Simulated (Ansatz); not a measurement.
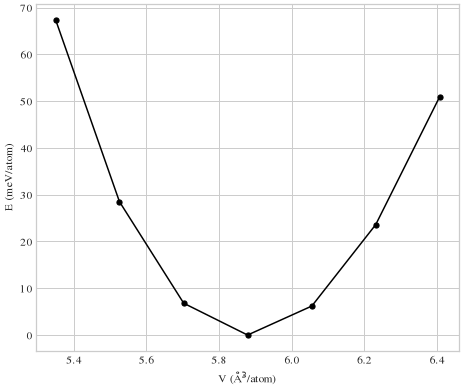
Fig. 1. BN (zinc blende, F-43m) under volume change, plane-wave PAW r²SCAN (Ansatz code), scaled uniformly.

**Question.** What does a third-order Birch–Murnaghan fit give for V₀, B₀ and B′?

**Answer.** V₀ = 5.88 Å³/atom, B₀ = 392 GPa, B′ = 3.6.

The cell was relaxed with r²SCAN under the symmetry of its start; phonons on a q-mesh show no instability.

Potentials: the later of the program's two PAW sets.
